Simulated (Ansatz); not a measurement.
# CaNbCdF, from a guessed structure to a relaxed one, part 2 of 2

This structure for CaNbCdF is made up. Its elements were placed in a known structure type with a cell scaled to their sizes. What cell does the guess relax to, and how far off was it?

Ansatz 0.2.0; DFT, r2SCAN, plane-wave PAW, files of the set soft_1, scalar-relativistic, no spin, cell and ions relaxed at zero pressure; PAW set soft_1 (the session's first sound run).

So far: The structure; Relaxation of the guess. The relaxed cell has a = 3.683, c = 12.727 Å (conventional setting).

### 3. Bands of the relaxed cell

With the geometry fixed, one more self-consistent run, with a narrower smearing and the mesh shown in its input, gives the bands, and its pressure, and its forces where symmetry allows any, show how far the geometry depends on these settings.

This step: DFT, r2SCAN, plane-wave PAW, files of the set soft_1, scalar-relativistic, no spin, bands and density of states at the relaxed cell; PAW set soft_1 (Ansatz 0.2.0).

File input.yaml:

```yaml
crystal:
  lattice:
    - [3.6830815722, 0.0, 0.0]
    - [0.0, 3.6830815722, 0.0]
    - [0.0, 0.0, 12.7265830986]
  atoms:
    - { symbol: Cd, position: [0.0, 0.0, 0.0] }
    - { symbol: Cd, position: [0.5, 0.5, 0.0] }
    - { symbol: Nb, position: [0.0, 0.5, 0.1883419416] }
    - { symbol: Nb, position: [0.5, 0.0, 0.8116580584] }
    - { symbol: Ca, position: [0.0, 0.5, 0.6080084437] }
    - { symbol: Ca, position: [0.5, 0.0, 0.3919915563] }
    - { symbol: F, position: [0.0, 0.0, 0.5] }
    - { symbol: F, position: [0.5, 0.5, 0.5] }
kpoints:
  mp_grid: { grid: [8, 8, 4] }
  band_path:
    path:
      - [[0.0, 0.0, 0.0], [0.0, 0.5, 0.0], [0.5, 0.5, 0.0], [0.0, 0.0, 0.0], [0.0, 0.0, 0.5], [0.0, 0.5, 0.5], [0.5, 0.5, 0.5], [0.0, 0.0, 0.5]]
      - [[0.0, 0.5, 0.0], [0.0, 0.5, 0.5]]
      - [[0.5, 0.5, 0.0], [0.5, 0.5, 0.5]]
    npoints: 8
scf:
  occupations: { method: fermi_dirac, width: 0.03 }
  n_extra_bands: 12
hamiltonian:
  xc: r2scan
  pseudopotentials: { kind: paw, azcp: { folder: soft_1 } }
output:
  forces: true
  stress: true
  write_bands: true
  dos: { projected: true }
  write_density: true
  write_potential: true
  elf: true
  volumetric_format: npy
```

The run is started by

```
ansatz run input.yaml --threads 4 --pin off --max-ram 10240MiB --backend cpu --events-out ev --progress --plain --runs-dir out
```

Numbers of over 12 decimals in the logs are rounded to 6 here.

The program printed:

```text
[...]
Crystal: 8 atoms, lattice volume = 172.637 Å³
Basis set: ecut = 500 eV, 4375 PW (Γ), exchange–correlation on 108×108×384 points (64 copies of the dense FFT grid, shifted against one another)
Bands: 62, of which v1, the nominal top of the filled ones, is band 50 counted from 1 (49 counted from 0)
Symmetry: 16 space group operations
[...]
k-points: 45 of 256
[...]
SCF iter   1: F=—  HF=-30951.347586 eV  |F-HF|=—  |Δ(HF+E_count)|=         —  Δρ=3.57e-1  dr2=4.65e2  dr2_τ=6.53e0  ethr=3.10e-3  ⟨swp⟩=9.0  Hψ=11955  notcnv=0  defer=5
[...]
SCF iter  14: F=-30926.787120 eV  HF=-30926.787120 eV  |F-HF|=1.31e-8  |Δ(HF+E_count)|=   2.18e-7  Δρ=5.91e-6  dr2=7.74e-8  dr2_τ=6.07e-9  ethr=1.00e-10  ⟨swp⟩=14.7  Hψ=20664  notcnv=0
SCF 1 converged in 14 iterations: F = -30926.787120 eV  dr2 = 7.74e-8
[...]
NSCF: frozen V_eff on 75 k-points
SCF converged after 14 iterations
Free energy (F): -30926.787120 eV
[...]
Internal energy: -30926.755137 eV  (E = F + TS)
E sigma→0 (E₀):  -30926.771129 eV
Entropy (-TS):   -0.031982 eV (-3.998 meV/atom)
Fermi energy:    10.242530 eV
[...]
--- Forces (eV/Å), atoms counted from 1 ---
  atom   1  Cd     0.00000000     0.00000000     0.00000000
  atom   2  Cd     0.00000000     0.00000000    -0.00000000
  atom   3  Nb     0.00000000     0.00000000     0.02236003
  atom   4  Nb     0.00000000     0.00000000    -0.02236003
  atom   5  Ca     0.00000000     0.00000000     0.02340115
  atom   6  Ca     0.00000000     0.00000000    -0.02340115
  atom   7  F      0.00000000     0.00000000     0.00000000
  atom   8  F      0.00000000     0.00000000    -0.00000000
  max |Σ_I F_I| component: 1.73e-17 eV/Å
--- Stress (GPa, compression-positive) ---
       -0.085876       0.000000       0.000000
        0.000000      -0.085876       0.000000
        0.000000       0.000000       0.149216
  P = ⅓ Tr σ = -0.0075 GPa (-0.075 kbar)
--- Band table (eV; the first three rows and the last of 45) ---
  k-point 0: bands = [... 46 lower, 9.2631, 9.4774, 9.7804, 9.9308, 10.5657, 10.5657, 11.3688, 11.3688, ... 8 higher]
  k-point 1: bands = [... 46 lower, 9.2691, 9.3500, 9.7952, 9.9325, 10.5663, 10.5663, 11.3678, 11.3678, ... 8 higher]
  k-point 2: bands = [... 46 lower, 9.2160, 9.2748, 9.8034, 9.9341, 10.5669, 10.5669, 11.3667, 11.3667, ... 8 higher]
  k-point 44: bands = [... 46 lower, 9.4278, 9.4278, 9.6703, 9.6703, 10.8902, 10.8902, 11.1265, 11.1265, ... 8 higher]
```

Wall time 28 s (4 threads of Arm Neoverse V2, shared host); peak memory 1.3 GiB; 1.8 min of CPU time.

In the SCF lines HF is the Harris–Foulkes energy and dr2 the Hartree energy of the density residual, in eV; the loop may stop once dr2 is under the threshold and the program's other checks hold. Hψ counts applications of the Hamiltonian.

Numbers from this step:

- free energy: -30926.7871 eV
- energy at zero smearing: -30926.7711 eV
- smearing term TS: 0.03198 eV
- Fermi energy: 10.24 eV
- pressure: -0.007512 GPa

bands.tsv at the labelled points (eV, zero at the Fermi level; the bands that come nearest the Fermi level along the path):

```tsv
point	band 47	band 48	band 49	band 50	band 51	band 52	band 53	band 54
Γ	-0.98	-0.77	-0.46	-0.31	0.32	0.32	1.13	1.13
X	-0.63	-0.63	0.00	0.00	0.65	0.65	0.94	0.94
M	-0.81	-0.81	-0.58	-0.58	0.64	0.64	0.89	0.89
Γ	-0.98	-0.77	-0.46	-0.31	0.32	0.32	1.13	1.13
Z	-1.03	-0.97	-0.44	-0.31	0.32	0.32	1.12	1.12
R	-0.64	-0.64	-0.03	-0.03	0.69	0.69	0.93	0.93
A	-0.81	-0.81	-0.57	-0.57	0.65	0.65	0.88	0.88
Z	-1.03	-0.97	-0.44	-0.31	0.32	0.32	1.12	1.12
X	-0.63	-0.63	0.00	0.00	0.65	0.65	0.94	0.94
R	-0.64	-0.64	-0.03	-0.03	0.69	0.69	0.93	0.93
M	-0.81	-0.81	-0.58	-0.58	0.64	0.64	0.89	0.89
A	-0.81	-0.81	-0.57	-0.57	0.65	0.65	0.88	0.88
```

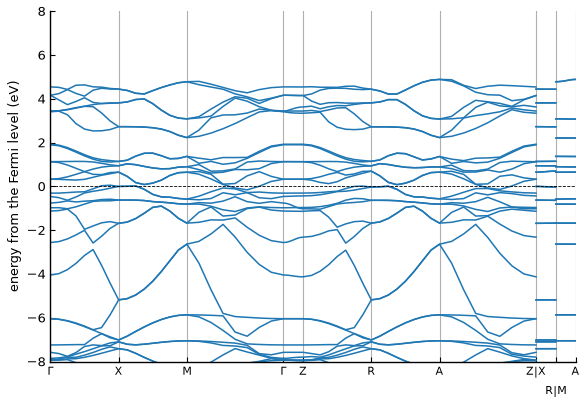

Bands along the path. 35 bands lie wholly below the window drawn.

Counts of states for the cell as run, both spins, by energy window (eV from the Fermi level):

```
from  to  total
  -8  -7   7.82
  -7  -6   3.84
  -6  -5   1.03
  -5  -4   0.54
  -4  -3   1.26
  -3  -2   1.12
  -2  -1   3.47
  -1   0   8.01
   0   1   7.05
   1   2   4.93
   2   3   2.16
   3   4   5.76
```

Below -8 eV lie 72.9 more states.

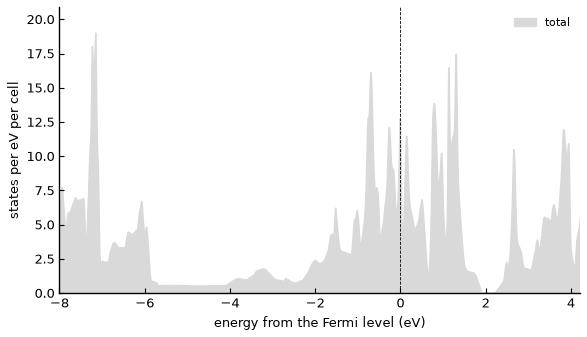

Total density of states, smoothed over about 0.04 eV.

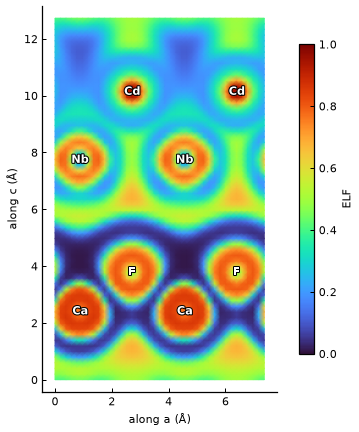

ELF in the ac plane at fractional y = 0.000, with atoms of Cd and Nb and Ca and F within 0.2 Å of it. It is the smooth field of the valence electrons, not physical close to the nuclei. The map starts off the cell's origin, so that atoms lie inside it.

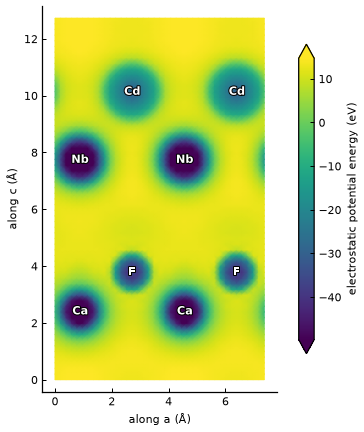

Electrostatic potential energy in the ac plane at fractional y = 0.000, with atoms of Cd and Nb and Ca and F within 0.2 Å of it. With pseudopotentials it is smooth inside the atoms' cores, unlike the true potential. The map starts off the cell's origin, so that atoms lie inside it.

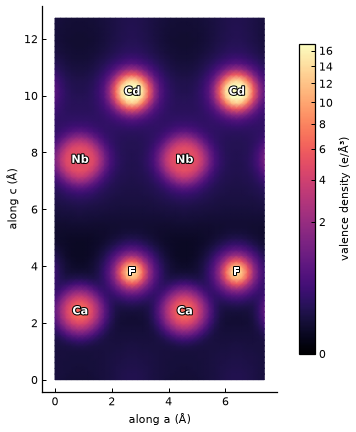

Valence density in the ac plane at fractional y = 0.000, with atoms of Cd and Nb and Ca and F within 0.2 Å of it. It is the smooth field of the valence electrons, not physical close to the nuclei. The map starts off the cell's origin, so that atoms lie inside it. The colour scale is stretched toward low values.

### 4. What came out

```
space group, relaxed : P4/nmm
conventional cell    : a = 3.683, b = 3.683, c = 12.727 Å; α = 90.0°, β = 90.0°, γ = 90.0°
volume per atom      : 21.58 Å³ (guess 19.69)
```

**Reading.** CaNbCdF relaxes to P4/nmm with a = 3.683, b = 3.683 and c = 12.727 Å. The guessed volume was 9 % too small. The space group P4/nmm was held in the relaxation, so the end point is a stationary structure within it and may be a saddle against distortions or other arrangements. Bands cross the Fermi level, so it is a metal or semimetal at this level. Semilocal functionals can close a small real gap, so this isn't settled for compounds with anions. On the 8×8×4 mesh with the narrower smearing (relaxed on 6×6×3) the largest force component is 0.023 eV/Å and the largest stress component is 0.149 GPa, against the relaxation's thresholds of 0.015 eV/Å and 0.05 GPa. The cutoff wasn't tested. A vector of the cell changed its length by 44 %, so the starting arrangement is largely lost and the mesh was laid for another shape. No dispersion term is used, so weakly bound directions may come out too long. The runs have no spin, and magnetism wasn't tested. Nothing here tests whether the compound is stable against decomposition.

[Logs are printed without paths, hosts, clocks, repeated set-up lines and the standing remarks that a program may print on its own settings, such as how far it seeks lower states.]

[Hosts, paths, dates, database ids (printed as entryN), source tags and the programs' standing remarks are cut or masked in the printed files.]
